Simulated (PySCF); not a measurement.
## A study: C3ClFO3, SMILES `O=c1oc(F)c(Cl)o1`

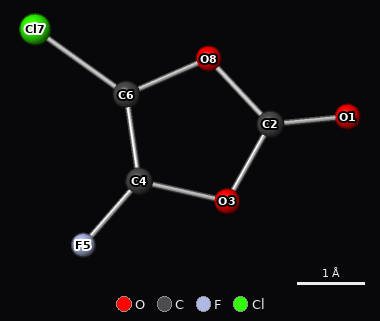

The molecule, with its atoms numbered as below. No frequency check shows the geometry to be a minimum.

Geometry (Å), atoms numbered from 1:

```
O1      -2.7068   -0.8905    0.0000
C2      -1.6231   -0.4275    0.0000
O3      -1.3259    0.9062    0.0000
C4       0.0301    1.0076    0.0000
F5       0.5635    2.2039    0.0000
C6       0.5798   -0.2187    0.0000
Cl7      2.1713   -0.7728    0.0000
O8      -0.4555   -1.1239    0.0000
```

## 1. Bonding charge

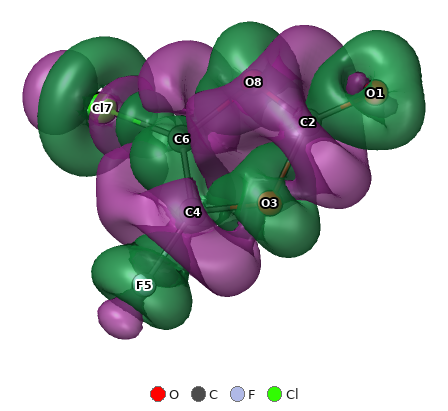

Deformation density (molecule less spherical, spin-averaged free atoms at the same positions), surfaces at ±0.04 e/Å³; green: gain, purple: loss.

Computed with PySCF, M06-2X/aug-cc-pVDZ, geometry: GFN2-xTB.

> How much density has each bond gained at its critical point, relative to the free atoms?

O1–C2: +0.73 e/Å³ at the bond critical point (bond length 1.18 Å). C4–C6: +0.68 e/Å³ at the bond critical point (bond length 1.34 Å). C6–Cl7: +0.26 e/Å³ at the bond critical point (bond length 1.69 Å). C2–O8: +0.22 e/Å³ at the bond critical point (bond length 1.36 Å). C2–O3: +0.19 e/Å³ at the bond critical point (bond length 1.37 Å). O3–C4: +0.18 e/Å³ at the bond critical point (bond length 1.36 Å). C6–O8: +0.12 e/Å³ at the bond critical point (bond length 1.38 Å). C4–F5: +0.05 e/Å³ at the bond critical point (bond length 1.31 Å); up to 0.6 Å beside the axis the gain reaches +0.27 e/Å³. In all, 2.1 electrons gather in the regions of gain relative to the promolecule. A small or negative value marks a very polar bond, one between electron-rich atoms, whose free-atom densities already overlap strongly, a long bond to a heavier atom, or a closed-shell contact such as a hydrogen bond.

> Where do the Hirshfeld charges lie?

The highest Hirshfeld charge is on C2 (+0.29 e), the lowest on O1 (−0.25 e).

| atom | charge (e) |
| --- | --- |
| O1 | −0.25 |
| C2 | +0.29 |
| O3 | −0.10 |
| C4 | +0.14 |
| F5 | −0.05 |
| C6 | +0.02 |
| Cl7 | +0.05 |
| O8 | −0.10 |

## 2. Bond critical points

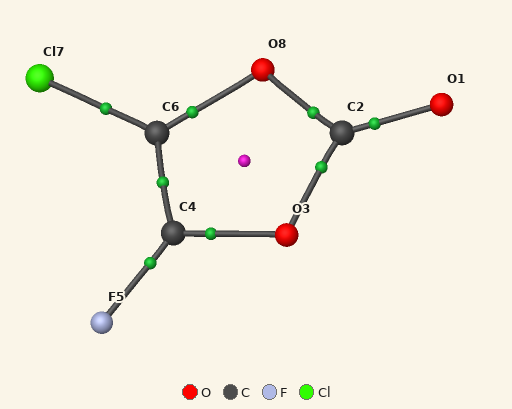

Molecular graph of the electron density (QTAIM): bond paths, bond critical points (green), ring points (magenta, if any); weak paths are dashed.

> How many critical points of each kind are there, and does the count close?

8 nuclei, 8 bond, 1 ring and 0 cage critical points: 8 − 8 + 1 − 0 = 1, as the Poincaré–Hopf relation requires.

> Tabulate density, Laplacian, ellipticity and energy density at the bond critical points (atomic units).

```csv
bond,length (Å),ρ (a.u.),∇²ρ (a.u.),ε,H (a.u.)
O1–C2,1.179,0.441,+0.64,0.14,−0.780
C4–C6,1.344,0.332,−0.80,0.70,−0.340
C2–O8,1.360,0.293,−0.58,0.08,−0.452
O3–C4,1.360,0.289,−0.37,0.27,−0.451
C2–O3,1.366,0.286,−0.54,0.06,−0.435
C4–F5,1.310,0.278,+0.17,0.20,−0.405
C6–O8,1.375,0.275,−0.31,0.21,−0.414
C6–Cl7,1.685,0.224,−0.39,0.09,−0.177
```

> What kind of interaction is C2–O8?

Shared-shell (covalent): ρ = 0.293, ∇²ρ = −0.58, H = −0.452 a.u.

## 3. Local ionisation energy

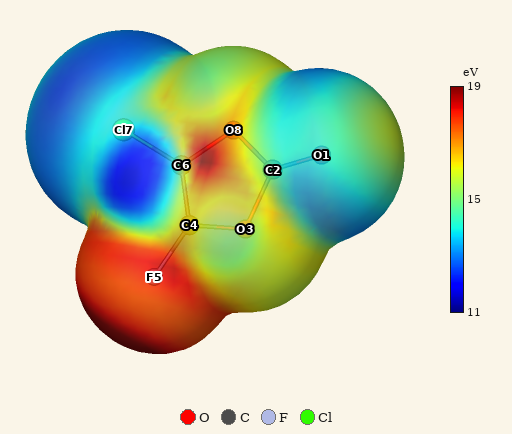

Average local ionisation energy on the surface of electron density 0.001 a.u.

> Where are the most loosely bound electrons on this surface?

The lowest value is 11.6 eV, off the C4–C6 bond (2.2 Å from its atoms), and at like points elsewhere. Further minima include 12.5 eV, off the molecular plane, over Cl7 (2.1 Å), and at like points elsewhere; 12.9 eV, 1.8 Å from O1. For comparison, the highest occupied orbital lies at −8.6 eV.

## 4. Localised orbitals

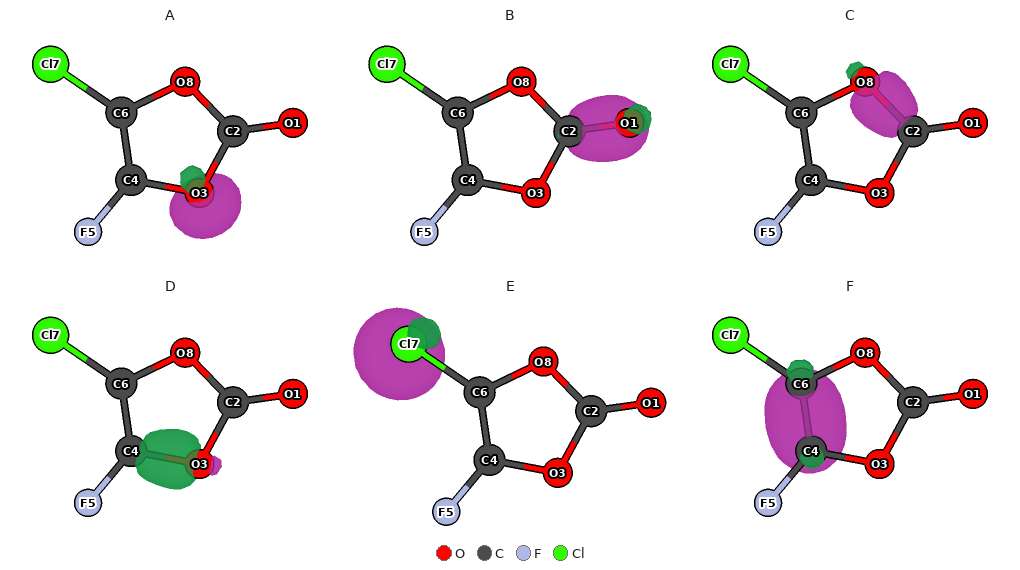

Localised orbitals, occupied; each surface holds about 70 % of the orbital's density. Energies are diagonal elements of the Fock matrix.

Level of theory: ωB97X/def2-SVP (PySCF), at a geometry from GFN2-xTB.

> Identify each orbital.

By panel:
- A: lone pair on O3 (sp2.1-type) (O3 93 %, C2 3 %; −18.6 eV)
- B: bent (banana) bond O1–C2 (O1 65 %, C2 35 %; −21.7 eV)
- C: σ bond O8–C2 (O8 65 %, C2 34 %; −25.8 eV)
- D: σ bond O3–C4 (O3 63 %, C4 36 %; −26.1 eV)
- E: lone pair on Cl7 (sp2.6-type) (Cl7 98 %; −16.5 eV)
- F: bent (banana) bond C6–C4 (C6 51 %, C4 47 %; −17.9 eV)

> Which localisation scheme gives orbitals like these: Pipek–Mezey, IBO or Foster–Boys?

Foster–Boys: it mixes σ and π into equivalent bent bonds, while the other two keep them apart.

## 5. Magnetic shielding

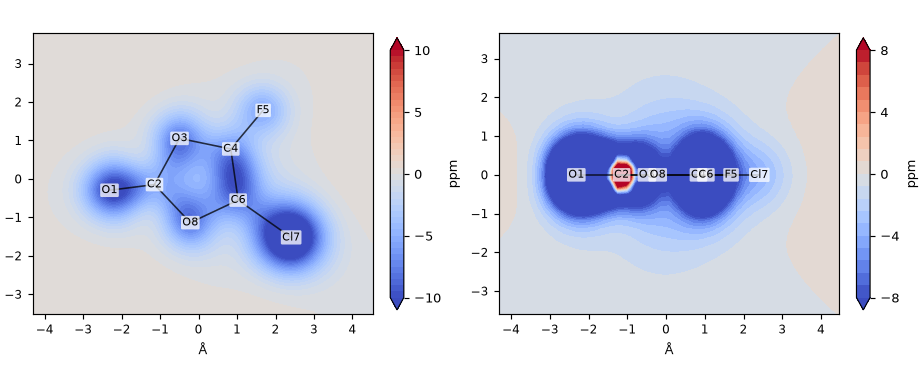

Isotropic NICS 1.0 Å above the plane of the 5-membered ring C2/O3/C4/C6/O8 (left) and isotropic NICS in a plane perpendicular to the same ring (right); GIAO shieldings; atoms are projected onto the map; negative values mean shielding.

Method: B3LYP/def2-SVP; geometry: GFN2-xTB; program: PySCF.

> Is the ring aromatic by this magnetic criterion?

It is neither clearly diatropic nor paratropic (non-aromatic): NICS(0) = −10.0, NICS(1) = −4.5, NICS(1)zz = −7.9 ppm.
